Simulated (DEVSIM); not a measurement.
Structure: abrupt GaAs p-n junction, at 300 K.

```csv
layer (left to right),material,thickness (μm),Nd (cm⁻³),Na (cm⁻³),τn (s),τp (s)
1,GaAs,0.410,-,3.1e15,8.7e-10,8.7e-10
2,GaAs,0.730,6.6e15,-,8.7e-10,8.7e-10
```

Left contact: ohmic. Right contact: ohmic. Voltage is applied to the left contact. Recombination: SRH at mid-gap, radiative. Mobility is μmin + (μ − μmin)/(1 + (N/Nref)^α).

This is a model device: material constants are rounded textbook-type values typed into the input, and sizes, dopings and lifetimes were drawn at random. Values at 300 K.

```
parameter        GaAs
-------------  ------
gap (eV)        1.424
affinity (eV)    4.07
permittivity     12.9
Nc (cm⁻³)      4.7e17
Nv (cm⁻³)        9e18
μn (cm²/Vs)      8500
μp (cm²/Vs)       400
μn,min            500
μp,min             20
Nref,n           6e16
Nref,p         1.5e17
αn               0.39
αp               0.38
B (cm³/s)       2e-10
```

Model (solved in DEVSIM): 1D drift-diffusion, Boltzmann statistics, complete ionisation; no tunnelling, impact ionisation, image-force lowering or self-heating.

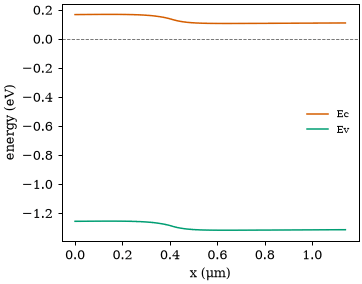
Fig. 1. Band edges at 1.05 V on the left contact

Energies count from the Fermi level of the right contact; mesh points crowd at the junctions.

```csv
x (μm),Ec (eV),Ev (eV),n (cm⁻³),p (cm⁻³),field (V/cm)
0.000,0.168,-1.256,< 1e2,3.1e15,130
0.01325,0.168,-1.256,2.1e13,3.1e15,130
0.03513,0.168,-1.256,5.5e13,3.1e15,120
0.06541,0.169,-1.255,1.0e14,3.2e15,110
0.1375,0.169,-1.255,2.1e14,3.2e15,23
0.2132,0.169,-1.255,3.4e14,3.1e15,-230
0.2917,0.164,-1.260,5.4e14,2.5e15,-990
0.3524,0.155,-1.269,9.0e14,1.7e15,-2400
0.3801,0.147,-1.277,1.3e15,1.3e15,-3400
0.4002,0.139,-1.285,1.8e15,9.2e14,-4400
0.4120,0.133,-1.291,2.2e15,7.3e14,-4800
0.4354,0.124,-1.300,3.2e15,5.0e14,-3300
0.4620,0.117,-1.307,4.3e15,3.7e14,-2100
0.5070,0.110,-1.314,5.6e15,2.7e14,-900
0.6016,0.107,-1.317,6.6e15,1.9e14,-82
0.7146,0.107,-1.317,6.7e15,1.5e14,61
0.8664,0.108,-1.316,6.7e15,9.5e13,78
0.9689,0.109,-1.315,6.7e15,6.0e13,80
1.059,0.110,-1.314,6.6e15,2.9e13,80
1.095,0.110,-1.314,6.6e15,1.6e13,80
1.121,0.110,-1.314,6.6e15,6.7e12,80
1.140,0.110,-1.314,6.6e15,< 1e2,80
```
